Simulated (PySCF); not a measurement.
# C3H7ClO2Si: a tour of settings

Which settings matter for C3H7ClO2Si (`ClC[SiH]1OCCO1`)?

Programs: PySCF 2.14.0, with density-fitted response routines of our own. Each step states its level of theory. These are calculated values for one molecule in the gas phase, unless marked as measured. Atoms count from 0, in the outputs and in this text.

**1. Starting geometry**

14 atoms, charge 0, multiplicity 1; geometry from: GFN2-xTB.

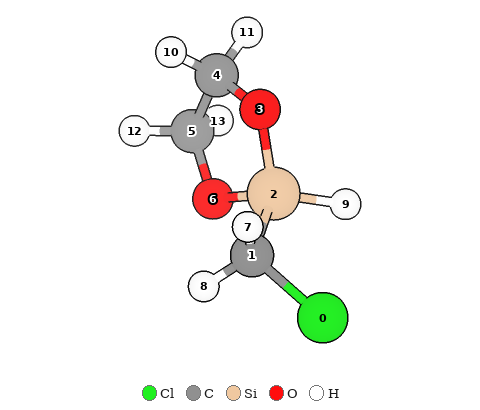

As it starts; chlorine green, carbon grey, silicon light orange, oxygen red, hydrogen white, atoms numbered; sticks join atoms by distance.

**2. Nuclear shieldings: PBE0/pcSseg-1**

The job: settings as JSON, then the geometry in Å.

```
{"job": {"kind": "nmr", "xc": "PBE0", "basis": "pcSseg-1"}, "charge": 0, "multiplicity": 1}
Cl     3.500735    -1.259160     0.209582
C      2.293407     0.028533     0.396016
Si     0.608018    -0.611076    -0.200359
O     -0.146290     0.455322    -1.187778
C     -1.452897     0.728844    -0.769257
C     -1.713615    -0.028258     0.555776
O     -0.504167    -0.571723     0.999857
H      2.648957     0.870035    -0.192879
H      2.298327     0.305394     1.447454
H      0.691709    -1.924803    -0.825988
H     -1.549997     1.809963    -0.637317
H     -2.148980     0.401678    -1.545589
H     -2.098478     0.635789     1.332790
H     -2.427406    -0.841011     0.395526
```

Method: GIAO PBE0/pcSseg-1 NMR shielding, non-relativistic, gas phase.

Command:

```bash
> OMP_NUM_THREADS=1 python probes_run.py task.json out
```

The driver reads the jobs from task.json and runs them one after another.

The program printed:

```text
coarse grid: 13024 points
cycle   1  E = -1017.9016496164  dE =  1.059e+00  |g| = 8.718e-01  |ddm| = 3.395e+00
cycle   2  E = -1017.7376352339  dE =  1.640e-01  |g| = 1.297e+00  |ddm| = 1.682e+00
cycle   3  E = -1018.0349984707  dE = -2.974e-01  |g| = 7.581e-02  |ddm| = 1.109e+00
cycle   4  E = -1018.0360861583  dE = -1.088e-03  |g| = 2.449e-02  |ddm| = 8.612e-02
cycle   5  E = -1018.0362112836  dE = -1.251e-04  |g| = 5.347e-03  |ddm| = 2.761e-02
cycle   6  E = -1018.0362169164  dE = -5.633e-06  |g| = 1.582e-03  |ddm| = 5.353e-03
final grid: 117320 points
cycle   7  E = -1018.0976894386  dE = -1.988e-05  |g| = 1.288e-02  |ddm| = 1.937e-02
cycle   8  E = -1018.0976577810  dE =  3.166e-05  |g| = 1.832e-02  |ddm| = 1.865e-02
cycle   9  E = -1018.0977207081  dE = -6.293e-05  |g| = 1.252e-03  |ddm| = 1.158e-02
cycle  10  E = -1018.0977209939  dE = -2.858e-07  |g| = 2.532e-04  |ddm| = 1.204e-03
cycle  11  E = -1018.0977210071  dE = -1.318e-08  |g| = 5.158e-05  |ddm| = 2.396e-04
cycle  12  E = -1018.0977210076  dE = -4.920e-10  |g| = 2.124e-05  |ddm| = 6.753e-05
converged SCF energy = -1018.0977210076

GIAO shielding tensors (ppm)
atom      isotropic    diamagn.    paramagn.     s11        s22        s33       span
  0 Cl     957.412    1144.367    -186.955    870.870    904.659   1096.706    225.836
  1 C      157.791     254.133     -96.342    139.802    149.439    184.131     44.328
  2 Si     336.509     880.624    -544.114    318.914    341.282    349.333     30.419
  3 O      294.340     397.818    -103.478    243.690    279.048    360.281    116.591
  4 C      121.761     243.727    -121.966     89.225    109.688    166.368     77.142
  5 C      121.831     243.853    -122.022     87.651    111.137    166.705     79.054
  6 O      295.400     397.515    -102.116    248.392    277.823    359.984    111.592
  7 H       28.789      30.393      -1.604     22.629     28.664     35.074     12.445
  8 H       28.779      30.591      -1.812     22.844     28.577     34.916     12.072
  9 H       26.783      29.268      -2.484     23.048     25.431     31.870      8.822
 10 H       27.447      29.089      -1.642     22.714     25.557     34.071     11.357
 11 H       27.487      28.320      -0.833     23.174     25.535     33.752     10.578
 12 H       27.390      28.674      -1.284     23.093     25.480     33.598     10.505
 13 H       27.507      28.636      -1.128     22.686     25.660     34.176     11.490
```

Wall time 66 s (1 thread of Intel Xeon at 2.50GHz, shared host); peak memory 0.75 GiB.

Shifts follow as δ = σ(reference) − σ, with reference shieldings (ppm) from runs at the same level and on the same kind of geometry: 1H TMS 31.72, 13C TMS 186.9, 29Si TMS 349.2, 17O H2O 336.1, 35Cl HCl 950. The references are single molecules in the gas phase, so shifts against H2O, NH3, PH3, H3PO4 or CFCl3 are not on the usual liquid scales and can be off by tens of ppm. Atoms listed in one row are averaged.

```csv
atoms,environment,σ (ppm),δ (ppm),δ scaled to CDCl3
"C4, C5",sp3 CH2 bonded to O,121.8,65.1,61.7
C1,sp3 CH2 bonded to Cl and Si,157.8,29.1,26.5
H9,"hydrogen on a silicon bonded to C, 2 O, in a 5-membered ring",26.78,4.93,–
"H10, H12",hydrogen on an sp3 CH2 bonded to O,27.42,4.30,4.16
"H11, H13",hydrogen on an sp3 CH2 bonded to O,27.50,4.22,4.08
"H7, H8",hydrogen on an sp3 CH2 bonded to Cl and Si,28.78,2.93,2.87
Cl0,chlorine bonded to C,957,-8,–
Si2,"silicon bonded to C, 2 O, H, in a 5-membered ring",336.5,12.6,–
"O3, O6","oxygen bonded to C, Si, in a 5-membered ring",294.9,41.2,–
```

The scaled column applies a straight-line fit of computed shieldings to shifts measured in CDCl3, with any fitted terms for Cl, Br or S neighbours (root-mean-square error 0.16 ppm for H, 1.9 ppm for C).

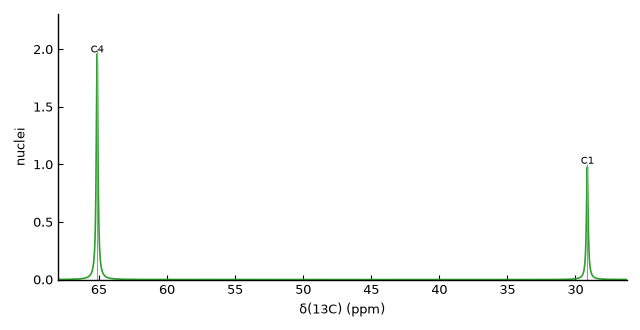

13C lines at the computed shifts, without couplings. Lines are broadened to a width of 0.14 ppm (Lorentzian).

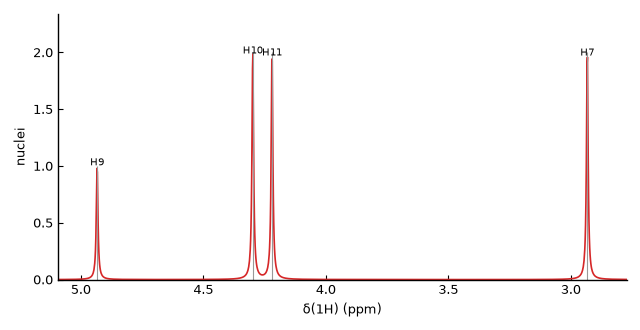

1H lines at the computed shifts, without couplings. Lines are broadened to a width of 0.01 ppm (Lorentzian).

Charges from the same density, by scheme (e):

```csv
atoms,Mulliken,IAO,Hirshfeld,ESP fit
Cl0,-0.17,-0.10,-0.07,-0.12
C1,-0.53,-0.57,-0.13,-0.66
Si2,1.12,1.34,0.47,1.11
"O3, O6",-0.62,-0.65,-0.24,-0.53
"C4, C5",0.04,-0.08,0.00,0.10
```

Mulliken charges:

Cl0 -0.17; C1 -0.53; Si2 1.12; O3 -0.62; C4 0.04; C5 0.03; O6 -0.62; H7 0.19; H8 0.19; H9 -0.12; H10 0.12; H11 0.12; H12 0.13; H13 0.12

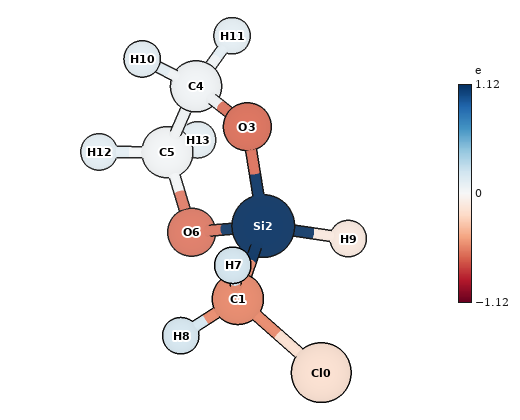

Mulliken charges, as colours on the atoms.

Mayer bond orders: Cl0–C1 0.96, C1–Si2 0.82, Si2–O3 1.00, O3–C4 0.89, C4–C5 1.03, C5–O6 0.89, O6–Si2 1.00.

Ring of atoms Si2, O3, C4, C5, O6: NICS(0) -7.5, NICS(1) -2.5, NICS(1)zz -5.5 ppm (means of both faces).

**3. Excited states and response: PBE0/def2-SVPD**

Settings changed since step 2:

```diff
@@ -1,2 +1,2 @@
-{"job": {"kind": "nmr", "xc": "PBE0", "basis": "pcSseg-1"}, "charge": 0, "multiplicity": 1}
+{"job": {"kind": "uv", "xc": "PBE0", "basis": "def2-SVPD", "nstates": 6, "ntriplets": 2}, "charge": 0, "multiplicity": 1}
 Cl     3.500735    -1.259160     0.209582
```

Level: TDDFT PBE0/def2-SVPD, vertical, gas phase, core orbitals frozen in the response.

The program printed:

```text
coarse grid: 13024 points
cycle   1  E = -1017.4914097089  dE =  1.002e+00  |g| = 8.187e-01  |ddm| = 5.563e+00
cycle   2  E = -1017.3124256383  dE =  1.790e-01  |g| = 1.272e+00  |ddm| = 2.585e+00
cycle   3  E = -1017.6175620650  dE = -3.051e-01  |g| = 7.136e-02  |ddm| = 1.489e+00
cycle   4  E = -1017.6186010458  dE = -1.039e-03  |g| = 2.290e-02  |ddm| = 1.596e-01
cycle   5  E = -1017.6187363838  dE = -1.353e-04  |g| = 4.541e-03  |ddm| = 5.528e-02
cycle   6  E = -1017.6187413034  dE = -4.920e-06  |g| = 8.064e-04  |ddm| = 9.340e-03
final grid: 117320 points
cycle   7  E = -1017.7495617258  dE = -2.005e-05  |g| = 1.129e-02  |ddm| = 8.745e-02
cycle   8  E = -1017.7495348078  dE =  2.692e-05  |g| = 1.640e-02  |ddm| = 3.029e-02
cycle   9  E = -1017.7495873045  dE = -5.250e-05  |g| = 1.131e-03  |ddm| = 1.873e-02
cycle  10  E = -1017.7495875942  dE = -2.897e-07  |g| = 1.570e-04  |ddm| = 1.576e-03
cycle  11  E = -1017.7495875996  dE = -5.419e-09  |g| = 4.816e-05  |ddm| = 3.112e-04
cycle  12  E = -1017.7495876002  dE = -5.523e-10  |g| = 1.822e-05  |ddm| = 9.604e-05
converged SCF energy = -1017.7495876002

Static polarisability (au): isotropic 76.829, principal 65.430 68.283 96.774

Singlet excitations
state   eV       nm        f      main configurations
  1   6.7440    183.8   0.01619   H->L 0.87
  2   7.0153    176.7   0.00276   H-1->L 0.85
  3   7.1600    173.2   0.00415   H->L+1 0.74, H-2->L 0.15
  4   7.2464    171.1   0.00171   H-2->L 0.60, H->L+1 0.17
  5   7.3525    168.6   0.00858   H-1->L+1 0.90
  6   7.5285    164.7   0.02133   H-3->L 0.56, H->L+2 0.14, H->L+3 0.11

Triplet excitations (Tamm-Dancoff, eV): 6.1098 6.4994
```

Wall time 82 s (1 thread of Intel Xeon at 2.50GHz, shared host); peak memory 0.88 GiB.

The orbitals next to the gap, with their largest atomic shares:

```
orbital     eV                        atoms
 HOMO−3  -8.81   Cl0 29 %, O6 19 %, O3 15 %
 HOMO−2  -8.65            Cl0 75 %, C1 13 %
 HOMO−1  -8.15    O6 29 %, O3 24 %, C5 10 %
   HOMO  -8.07   Cl0 40 %, C1 18 %, O3 12 %
   LUMO   0.11  Cl0 30 %, C1 17 %, Si2 16 %
 LUMO+1   0.50   Si2 33 %, H9 13 %, C1 13 %
 LUMO+2   0.68  Cl0 23 %, Si2 16 %, C1 14 %
```

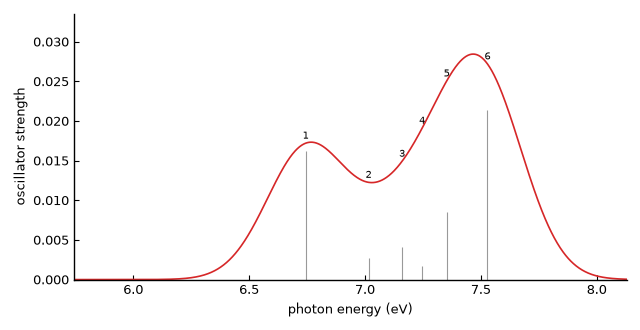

Absorption spectrum from the 6 singlet states computed; above the last one it falls off for lack of states. Lines are broadened to a width of 0.40 eV (Gaussian).

Ground-state properties from the same run:

| property | computed |
| --- | --- |
| dipole moment (D) | 2.65 |
| polarisability (Å³) | 11.38 |
| HOMO–LUMO gap (eV) | 8.18 |
| −ε(HOMO) (eV) | 8.07 |

**4. Nuclear shieldings: PBE0/cc-pVDZ**

Settings changed since step 3:

```diff
@@ -1,2 +1,2 @@
-{"job": {"kind": "uv", "xc": "PBE0", "basis": "def2-SVPD", "nstates": 6, "ntriplets": 2}, "charge": 0, "multiplicity": 1}
+{"job": {"kind": "nmr", "xc": "PBE0", "basis": "cc-pVDZ", "pop": false, "scf": {"aux": "def2-universal-jkfit"}}, "charge": 0, "multiplicity": 1}
 Cl     3.500735    -1.259160     0.209582
```

Method: GIAO PBE0/cc-pVDZ NMR shielding, non-relativistic, gas phase.

The program printed:

```text
final grid: 117320 points
cycle   1  E = -1018.0244697978  dE =  1.123e+00  |g| = 8.531e-01  |ddm| = 6.740e+00
cycle   2  E = -1017.8581275724  dE =  1.663e-01  |g| = 1.269e+00  |ddm| = 2.821e+00
cycle   3  E = -1018.1614266379  dE = -3.033e-01  |g| = 7.017e-02  |ddm| = 1.639e+00
cycle   4  E = -1018.1624576745  dE = -1.031e-03  |g| = 2.264e-02  |ddm| = 1.725e-01
cycle   5  E = -1018.1625901080  dE = -1.324e-04  |g| = 5.401e-03  |ddm| = 6.192e-02
cycle   6  E = -1018.1625966785  dE = -6.570e-06  |g| = 1.260e-03  |ddm| = 9.741e-03
cycle   7  E = -1018.1625970872  dE = -4.087e-07  |g| = 3.332e-04  |ddm| = 2.811e-03
cycle   8  E = -1018.1625971149  dE = -2.765e-08  |g| = 1.090e-04  |ddm| = 7.656e-04
cycle   9  E = -1018.1625971177  dE = -2.811e-09  |g| = 2.983e-05  |ddm| = 2.148e-04
cycle  10  E = -1018.1625971179  dE = -2.101e-10  |g| = 6.929e-06  |ddm| = 4.991e-05
converged SCF energy = -1018.1625971179

GIAO shielding tensors (ppm)
atom      isotropic    diamagn.    paramagn.     s11        s22        s33       span
  0 Cl     971.634    1144.557    -172.923    889.209    927.003   1098.690    209.480
  1 C      170.956     246.402     -75.446    151.837    161.769    199.261     47.424
  2 Si     405.205     885.781    -480.576    385.257    413.492    416.867     31.610
  3 O      301.559     391.490     -89.932    257.028    289.113    358.535    101.507
  4 C      136.808     244.272    -107.465    104.540    125.811    180.072     75.533
  5 C      136.768     244.223    -107.455    102.935    127.037    180.331     77.397
  6 O      302.176     391.288     -89.112    260.979    287.372    358.177     97.198
  7 H       28.968      29.827      -0.859     23.012     28.815     35.078     12.065
  8 H       28.958      30.021      -1.063     23.210     28.734     34.928     11.718
  9 H       26.771      30.834      -4.063     22.684     25.303     32.325      9.641
 10 H       27.604      29.802      -2.198     22.797     25.792     34.223     11.426
 11 H       27.630      28.948      -1.318     23.335     25.739     33.816     10.481
 12 H       27.534      29.372      -1.838     23.210     25.743     33.651     10.441
 13 H       27.642      29.239      -1.597     22.774     25.831     34.322     11.549
```

It took 43 s on 1 thread of Intel Xeon at 2.50GHz, shared host; peak memory 0.85 GiB.

Key values: σ C4 136.8, C1 171.0, Cl0 972, Si2 405.2, H9 26.77, H10 27.57 ppm (means over like atoms).

**5. NMR shieldings: HCTH407/pcSseg-1**

Settings changed since step 4:

```diff
@@ -1,2 +1,2 @@
-{"job": {"kind": "nmr", "xc": "PBE0", "basis": "cc-pVDZ", "pop": false, "scf": {"aux": "def2-universal-jkfit"}}, "charge": 0, "multiplicity": 1}
+{"job": {"kind": "nmr", "xc": "HCTH407", "basis": "pcSseg-1", "pop": false, "grid": 1}, "charge": 0, "multiplicity": 1}
 Cl     3.500735    -1.259160     0.209582
```

With the program's defaults for keys left out, this is: GIAO HCTH407/pcSseg-1 NMR shielding, non-relativistic, gas phase.

The program printed:

```text
final grid: 55936 points
cycle   1  E = -1018.5053133583  dE =  9.380e-01  |g| = 1.065e+00  |ddm| = 3.470e+00
cycle   2  E = -1017.8915311286  dE =  6.138e-01  |g| = 2.052e+00  |ddm| = 3.252e+00
cycle   3  E = -1018.7055106180  dE = -8.140e-01  |g| = 1.761e-01  |ddm| = 2.623e+00
cycle   4  E = -1018.7117685617  dE = -6.258e-03  |g| = 6.896e-02  |ddm| = 2.375e-01
cycle   5  E = -1018.7128061139  dE = -1.038e-03  |g| = 1.961e-02  |ddm| = 7.595e-02
cycle   6  E = -1018.7128891440  dE = -8.303e-05  |g| = 7.435e-03  |ddm| = 2.395e-02
cycle   7  E = -1018.7129025347  dE = -1.339e-05  |g| = 1.697e-03  |ddm| = 8.371e-03
cycle   8  E = -1018.7129031357  dE = -6.010e-07  |g| = 5.838e-04  |ddm| = 1.689e-03
cycle   9  E = -1018.7129032216  dE = -8.595e-08  |g| = 1.064e-04  |ddm| = 6.121e-04
cycle  10  E = -1018.7129032242  dE = -2.568e-09  |g| = 3.968e-05  |ddm| = 1.299e-04
cycle  11  E = -1018.7129032243  dE = -1.291e-10  |g| = 3.197e-05  |ddm| = 5.581e-05
cycle  12  E = -1018.7129032245  dE = -1.887e-10  |g| = 3.513e-06  |ddm| = 2.750e-05
converged SCF energy = -1018.7129032245

GIAO shielding tensors (ppm)
atom      isotropic    diamagn.    paramagn.     s11        s22        s33       span
  0 Cl     925.068    1145.561    -220.493    823.841    859.242   1092.121    268.281
  1 C      153.193     253.034     -99.842    134.819    143.927    180.832     46.014
  2 Si     341.488     882.176    -540.689    322.248    348.052    354.163     31.915
  3 O      282.206     398.147    -115.942    231.880    268.690    346.046    114.166
  4 C      116.687     244.443    -127.756     84.651    104.154    161.256     76.605
  5 C      116.767     244.562    -127.795     82.872    105.768    161.661     78.789
  6 O      283.354     397.863    -114.509    237.201    266.983    345.880    108.678
  7 H       28.705      30.363      -1.659     22.754     28.645     34.715     11.961
  8 H       28.697      30.603      -1.906     22.972     28.557     34.561     11.589
  9 H       26.645      29.624      -2.979     23.043     25.233     31.659      8.615
 10 H       27.314      29.305      -1.991     22.711     25.485     33.744     11.033
 11 H       27.337      28.333      -0.996     23.226     25.469     33.316     10.090
 12 H       27.264      28.856      -1.592     23.159     25.445     33.188     10.030
 13 H       27.346      28.668      -1.322     22.657     25.575     33.806     11.149
```

Run time: 53 s. Hardware: 1 thread of Intel Xeon at 2.50GHz, shared host; peak memory 0.71 GiB.

In short: σ C4 116.7, C1 153.2, Cl0 925, Si2 341.5, H9 26.64, H10 27.29 ppm (means over like atoms).

**6. NMR shieldings: CAM-B3LYP/6-31G**

Settings changed since step 5:

```diff
@@ -1,2 +1,2 @@
-{"job": {"kind": "nmr", "xc": "HCTH407", "basis": "pcSseg-1", "pop": false, "grid": 1}, "charge": 0, "multiplicity": 1}
+{"job": {"kind": "nmr", "xc": "CAM-B3LYP", "basis": "6-31G", "pop": false, "grid": 4, "scf": {"damp": 0.2}}, "charge": 0, "multiplicity": 1}
 Cl     3.500735    -1.259160     0.209582
```

Level: GIAO CAM-B3LYP/6-31G NMR shielding, non-relativistic, gas phase.

The program printed:

```text
damping 0.20 in the first 6 cycles
final grid: 309912 points
cycle   1  E = -1018.2468352650  dE =  1.402e+00  |g| = 8.966e-01  |ddm| = 3.523e+00
cycle   2  E = -1018.3084176084  dE = -6.158e-02  |g| = 7.687e-01  |ddm| = 1.466e+00
cycle   3  E = -1018.3432187389  dE = -3.480e-02  |g| = 6.353e-01  |ddm| = 1.036e+00
cycle   4  E = -1018.3647700143  dE = -2.155e-02  |g| = 5.320e-01  |ddm| = 8.750e-01
cycle   5  E = -1018.3811200722  dE = -1.635e-02  |g| = 4.417e-01  |ddm| = 7.333e-01
cycle   6  E = -1018.3562645755  dE =  2.486e-02  |g| = 5.743e-01  |ddm| = 7.697e-01
cycle   7  E = -1018.3204427832  dE =  3.582e-02  |g| = 7.310e-01  |ddm| = 9.641e-01
cycle   8  E = -1018.4160863245  dE = -9.564e-02  |g| = 4.748e-03  |ddm| = 5.119e-01
cycle   9  E = -1018.4160919957  dE = -5.671e-06  |g| = 1.519e-03  |ddm| = 7.200e-03
cycle  10  E = -1018.4160925921  dE = -5.964e-07  |g| = 5.126e-04  |ddm| = 2.040e-03
cycle  11  E = -1018.4160926786  dE = -8.653e-08  |g| = 6.373e-05  |ddm| = 9.016e-04
cycle  12  E = -1018.4160926803  dE = -1.712e-09  |g| = 2.428e-05  |ddm| = 1.721e-04
cycle  13  E = -1018.4160926805  dE = -1.808e-10  |g| = 5.302e-06  |ddm| = 3.754e-05
converged SCF energy = -1018.4160926805

GIAO shielding tensors (ppm)
atom      isotropic    diamagn.    paramagn.     s11        s22        s33       span
  0 Cl     970.619    1143.175    -172.556    900.169    911.814   1099.874    199.705
  1 C      172.985     254.784     -81.799    153.649    167.629    197.676     44.026
  2 Si     402.012     878.808    -476.795    377.347    412.699    415.991     38.644
  3 O      321.982     401.206     -79.224    274.861    314.017    377.068    102.207
  4 C      142.066     238.988     -96.922    113.534    130.125    182.540     69.006
  5 C      141.920     239.396     -97.476    111.051    131.845    182.863     71.812
  6 O      322.111     400.845     -78.734    282.621    307.274    376.438     93.817
  7 H       30.402      30.782      -0.380     23.911     30.476     36.818     12.907
  8 H       30.379      30.808      -0.429     24.068     30.381     36.687     12.619
  9 H       27.811      29.239      -1.429     23.533     25.678     34.221     10.689
 10 H       28.724      28.415       0.309     23.493     26.651     36.028     12.536
 11 H       28.826      28.541       0.285     23.978     26.728     35.773     11.795
 12 H       28.637      28.361       0.277     23.918     26.555     35.438     11.521
 13 H       28.885      28.614       0.271     23.568     26.824     36.263     12.695
```

It took 79 s on 1 thread of Intel Xeon at 2.50GHz, shared host; peak memory 0.6 GiB.

In short: σ C4 142.0, C1 173.0, Cl0 971, Si2 402.0, H9 27.81, H10 28.68 ppm (means over like atoms).

**7. Run by run: NMR shifts**

Shifts (ppm) of some atoms, chosen among heavy atoms and hydrogens apart, means over like atoms, with basis size and wall time:

```
             run    C4    C1    H9   H10    H7   Si2    O3  functions  time
   PBE0/pcSseg-1  65.1  29.1  4.93  4.30  2.93  12.6  41.2        168  66 s
    PBE0/cc-pVDZ  62.3  28.2  4.98  4.18  2.78  11.0  43.1        141  43 s
HCTH407/pcSseg-1  66.9  30.4  5.03  4.38  2.97   1.9  51.4        168  53 s
 CAM-B3LYP/6-31G  58.3  27.3  5.32  4.45  2.74  43.9   0.7         85  79 s
```

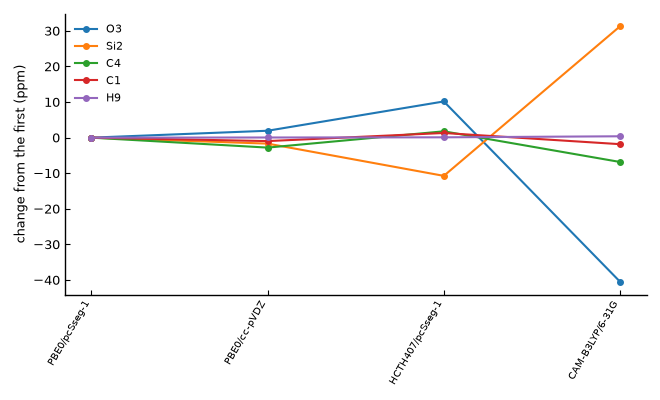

How five of the tabulated atoms move from run to run.

**8. Results**

```
                                                               quantity                        value
13C shifts against TMS (PBE0/pcSseg-1, means over atoms taken as alike)               65.1, 29.1 ppm
 1H shifts against TMS (PBE0/pcSseg-1, means over atoms taken as alike)   4.93, 4.30, 4.22, 2.93 ppm
                                35Cl shifts against HCl (PBE0/pcSseg-1)                       -8 ppm
                                29Si shifts against TMS (PBE0/pcSseg-1)                     12.6 ppm
17O shifts against H2O (PBE0/pcSseg-1, means over atoms taken as alike)                     41.2 ppm
                                        lowest singlet (PBE0/def2-SVPD)  6.74 eV (184 nm), f = 0.016
                               brightest single state of those computed  state 6, 7.53 eV, f = 0.021
                                                         lowest triplet                      6.11 eV
                                               range of the shift of O3              0.7 to 51.4 ppm
```

Single values in the summary come from the first run of each kind that ended normally (PBE0/pcSseg-1; PBE0/def2-SVPD), which need not be the best level. C4, C5 (mean) (sp3 CH2 bonded to O) lies farthest downfield among carbon, at 65.1 ppm; deshielded by the electronegative neighbour. At PBE0/pcSseg-1: The widest tensor belongs to Cl0: span 226 ppm, with a paramagnetic part of -187 ppm. The first singlet state (HOMO→LUMO 0.87) lies at 6.74 eV and is weak; of the 6 states computed, the strongest absorption comes from state 6 at 7.53 eV (the last computed, so partners may be missing). The lowest triplet lies 0.63 eV below the lowest singlet (triplets in Tamm-Dancoff, singlets in full TDDFT). Among the atoms with a shift in every run: Across the 4 runs the shift of O3 (with its like atoms) moves most, between 0.7 (CAM-B3LYP/6-31G) and 51.4 ppm (HCTH407/pcSseg-1).
